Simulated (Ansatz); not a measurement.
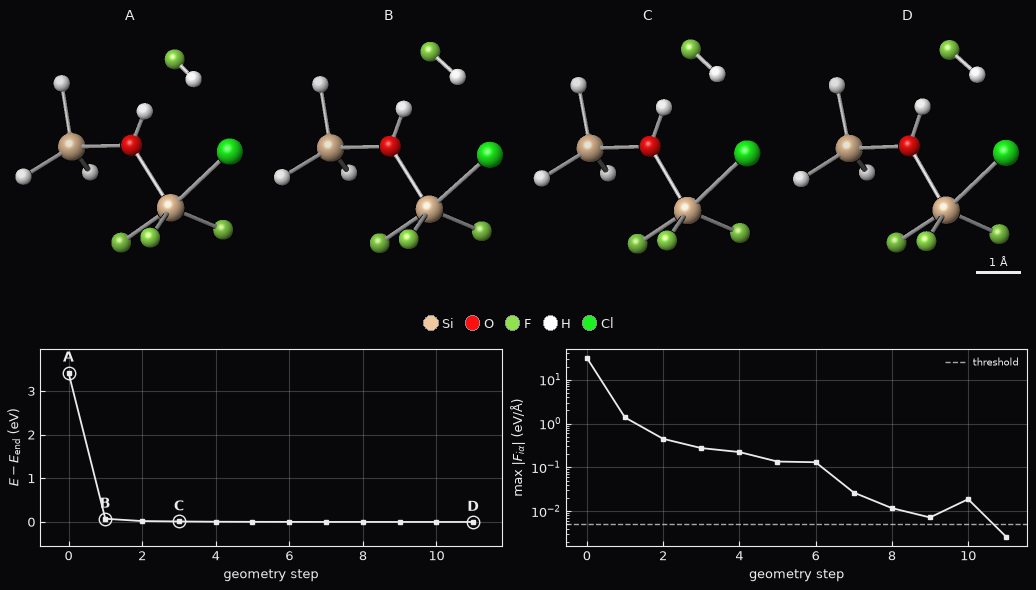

Frames of a relaxation of Si2H5OClF4 (started from a transition state, displaced along its imaginary mode), marked on the history of the run. The picture is a ball-and-stick view, seen from a free direction.

Computed with Ansatz 0.2.0, RKS PBE0-D4/def2-TZVP.

Input
```yaml
crystal:
  periodic: [false, false, false]
  atoms:
    - {symbol: Si, position_ang: [-0.295765, 0.313695, 1.408660]}
    - {symbol: O, position_ang: [0.117500, -0.071071, -0.278811]}
    - {symbol: Si, position_ang: [-0.941907, 0.180442, -1.644766]}
    - {symbol: F, position_ang: [-1.709395, 0.844511, 0.722180]}
    - {symbol: F, position_ang: [0.092888, 1.756922, 1.954397]}
    - {symbol: F, position_ang: [-1.022751, -0.806591, 2.258978]}
    - {symbol: H, position_ang: [2.293840, -0.917729, 0.307361]}
    - {symbol: Cl, position_ang: [1.650610, -0.448207, 2.049149]}
    - {symbol: H, position_ang: [0.900490, -0.443214, -0.418421]}
    - {symbol: F, position_ang: [2.293227, -1.028715, -0.388815]}
    - {symbol: H, position_ang: [-1.159118, 1.622086, -1.811379]}
    - {symbol: H, position_ang: [-0.067946, -0.374534, -2.703152]}
    - {symbol: H, position_ang: [-2.151675, -0.627697, -1.455480]}
basis:
  gaussian: {orbitals: def2-TZVP}
hamiltonian: {xc: pbe0, dispersion: d4}
relax: {f_tol: 0.005, max_steps: 200}
```

Run as
```bash
ansatz run in.yaml --threads 4 --pin off --events-out ev --progress --plain --max-ram 46080MiB --backend cuda --devices 0, --max-vram 37GiB
```

> Describe the path.

The energy falls by 3.422 eV in 11 geometry steps. The largest force component goes from 32 to 0.0026 eV/Å. The atom that moves furthest after the best rigid fit is F10 (0.22 Å). By element the largest moves are F 0.22 Å, H 0.21 Å, Si 0.07 Å, Cl 0.04 Å, O 0.03 Å. Some distances before and after: H7–F10 0.705 → 0.962 Å, O2–H9 0.878 → 0.999 Å, Si3–F4 2.575 → 2.506 Å, Si1–Cl8 2.186 → 2.222 Å. Bond angles that change, for instance: Si1–O2–H9 116.7° → 121.1°, F5–Si1–F6 124.7° → 120.9°, Si1–O2–Si3 124.7° → 122.0°. The run took about 27 s of wall time on a shared GPU. From step 0 to 1: F10 moves most (0.19 Å), energy −3.349 eV. From step 1 to 3: H7 moves most (0.09 Å), energy −0.062 eV. From step 3 to 11: F and H atoms move most (0.05 Å), energy −0.011 eV.

```json
{"step": "0", "E − E(0), eV": "0.0000", "largest force component, eV/Å": "31.7497"}
{"step": "1", "E − E(0), eV": "-3.3492", "largest force component, eV/Å": "1.3808"}
{"step": "2", "E − E(0), eV": "-3.4020", "largest force component, eV/Å": "0.4490"}
{"step": "3", "E − E(0), eV": "-3.4114", "largest force component, eV/Å": "0.2759"}
{"step": "4", "E − E(0), eV": "-3.4178", "largest force component, eV/Å": "0.2239"}
{"step": "5", "E − E(0), eV": "-3.4201", "largest force component, eV/Å": "0.1358"}
{"step": "6", "E − E(0), eV": "-3.4210", "largest force component, eV/Å": "0.1311"}
{"step": "7", "E − E(0), eV": "-3.4222", "largest force component, eV/Å": "0.0267"}
{"step": "8", "E − E(0), eV": "-3.4223", "largest force component, eV/Å": "0.0118"}
{"step": "9", "E − E(0), eV": "-3.4223", "largest force component, eV/Å": "0.0072"}
{"step": "10", "E − E(0), eV": "-3.4223", "largest force component, eV/Å": "0.0188"}
{"step": "11", "E − E(0), eV": "-3.4223", "largest force component, eV/Å": "0.0026"}
```
